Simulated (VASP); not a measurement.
Energy against volume of W (bcc). These are TPSS meta-GGA, VASP's PBE PAW potentials (set 64) (plane waves; VASP 6.6.1) values and carry that method's errors.

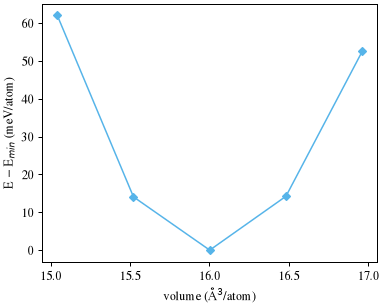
Figure. Energy against volume

Task: Estimate the equilibrium volume and the bulk modulus.

Result: The minimum lies near 16.0 Å³/atom, and the curvature gives B0 of about 320 GPa.

Measured: bulk modulus 312 GPa at 0 K (computed value off by +1.5 %), as given by Vázquez-Parga, Fernández-Martínez, Viñes, J. Chem. Theory Comput. (2023), doi:10.1021/acs.jctc.3c00612, Supporting … [zero-point energy and finite temperature contributions removed]; a 3.160 Å at 0 K (computed value off by +0.4 %), as given by Daniel Mejia-Rodriguez et al., Physical Review B (2018), arXiv:1807.09216 [static lattice: zero-point anharmonic expansion removed].

The compound is W in the bcc structure. It was relaxed first.
